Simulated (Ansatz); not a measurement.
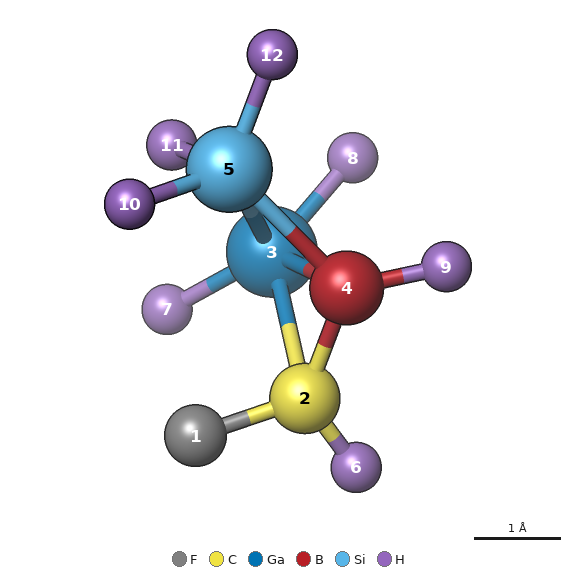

Orthographic view. Atoms fade into the background with distance from the viewer. Computed geometry: PBE0-D4/def2-TZVP optimisation. No frequency run is at hand to confirm it as a minimum.

Write a Z-matrix (Å, degrees) in the order of the atom numbers, with these reference atoms: 2 to 1; 3 to 2, 1; 4 to 2, 1, 3; 5 to 4, 2, 1; 6 to 2, 1, 4; 7 to 3, 4, 2; 8 to 3, 7, 1; 9 to 4, 2, 6; 10 to 5, 4, 9; 11 to 5, 10, 4; 12 to 5, 10, 11.

```
F  
C    1   1.357
Ga   2   2.356   1    99.1
B    2   1.462   1   123.7   3    70.5
Si   4   2.003   2   117.3   1   -17.4
H    2   1.090   1   109.1   4   173.0
H    3   1.556   4   128.4   2    34.1
H    3   1.559   7   127.7   1   172.7
H    4   1.195   2   118.4   6     3.3
H    5   1.483   4   118.5   9  -146.4
H    5   1.554  10   101.8   4   111.2
H    5   1.482  10   111.5  11   108.6
```
